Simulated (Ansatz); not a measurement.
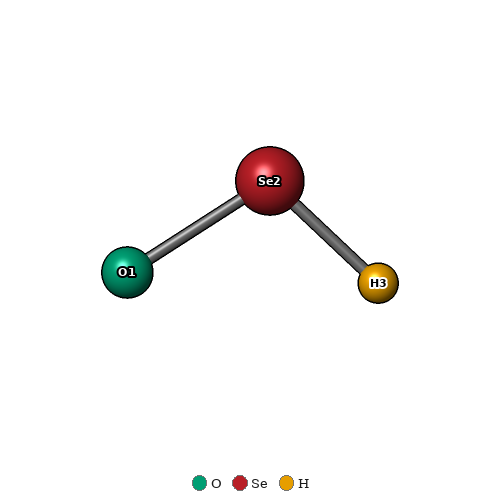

The system is HOSe, SMILES [O-][SeH], charge −1; the picture shows the reference structure. First axis: bond length O1–Se2. Second axis: bond length Se2–H3. Nothing is relaxed (all other coordinates rigid). The grid has 13 × 13 points. Points are written as (first, second). Energies are in kcal/mol, from the lowest grid point. The reference is spin-restricted, which grows unreliable where a bond is stretched far. The calculation used Ansatz, RKS CAM-B3LYP-D4/def2-TZVPD.

Its coordinates:

```xyz
3

O    -0.8611    0.9891   -0.3602
Se   -0.2189   -0.6011   -0.1846
H     1.0799   -0.3880    0.5448
```

Range: bond length O1–Se2 from 1.414 to 2.586 Å; bond length Se2–H3 from 1.234 to 2.257 Å.

### What will the energy surface look like?

The lowest grid point is at (1.707 Å, 1.490 Å). It is the only kind of minimum in the scanned range. The highest grid point, (2.586 Å, 2.257 Å), lies 111 kcal/mol above the lowest. Round the minimum the two coordinates are weakly coupled (coupling 0.09 in units of the two stiffnesses).

```
bond length Se2–H3 ↓, bond length O1–Se2 →  1.414  1.511  1.609  1.707  1.804  1.902  2.000  2.097  2.195  2.293  2.391  2.488  2.586
                                     2.257     84     51     37     35     39     48     58     68     78     88     97    104    111
                                     2.172     81     47     33     30     35     43     53     63     73     82     91     98    105
                                     2.087     77     43     28     26     30     38     47     57     67     76     84     92     98
                                     2.001     73     39     24     21     25     32     41     51     60     69     77     85     91
                                     1.916     69     35     20     16     20     27     36     45     54     63     71     78     85
                                     1.831     66     31     15     12     15     21     30     39     48     56     64     71     78
                                     1.746     62     27     11      7     10     16     24     33     42     50     58     65     71
                                     1.660     60     24      8      3      6     12     19     28     36     44     52     59     66
                                     1.575     58     22      6      1      3      8     16     24     32     40     48     55     61
                                     1.490     59     22      5      0      2      7     14     22     30     38     46     53     59
                                     1.404     63     26      8      2      4      9     16     24     32     40     47     54     60
                                     1.319     71     33     15     10     10     15     22     30     38     46     53     60     66
                                     1.234     87     49     30     24     25     29     36     43     51     59     67     73     80
```

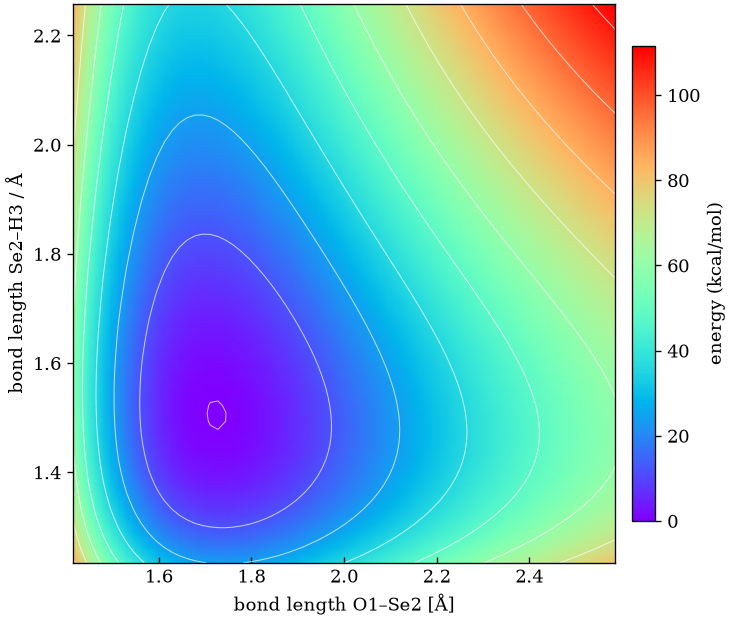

Drawn: a smooth colour map with a few white contour lines. Between grid points the surface is interpolated.

Each point was launched as `ansatz run input.yaml --threads 1 --pin off --max-ram 2048MiB --backend cpu --events-out ev --progress --plain --runs-dir out`. The whole map (169 points run) took 16 min on 1 thread of Arm Neoverse N1, with other jobs on the host.
